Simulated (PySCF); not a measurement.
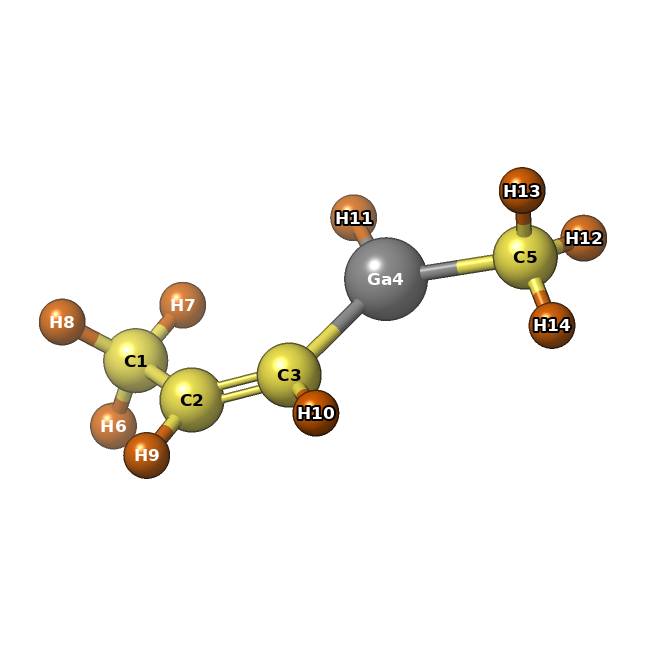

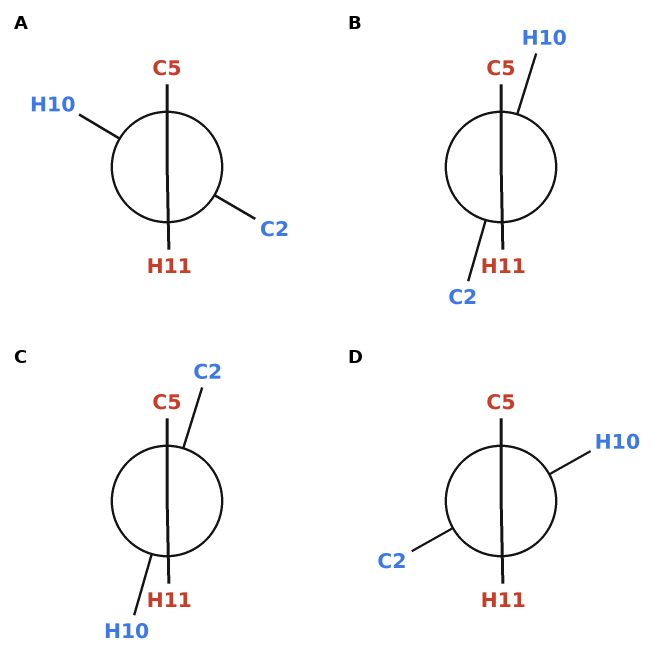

Atoms fade into the background with distance from the viewer. Bonds that would overlap in a projection are set slightly apart. Computed geometry: PBE0-D3(BJ)/def2-SVP optimisation. No frequency run is at hand to confirm it as a minimum.

Which Newman projection shows the view along Ga4–C3, with Ga4 in front?

Answer. B. The torsion angle C5–Ga4–C3–C2 is −179°, antiperiplanar (anti).
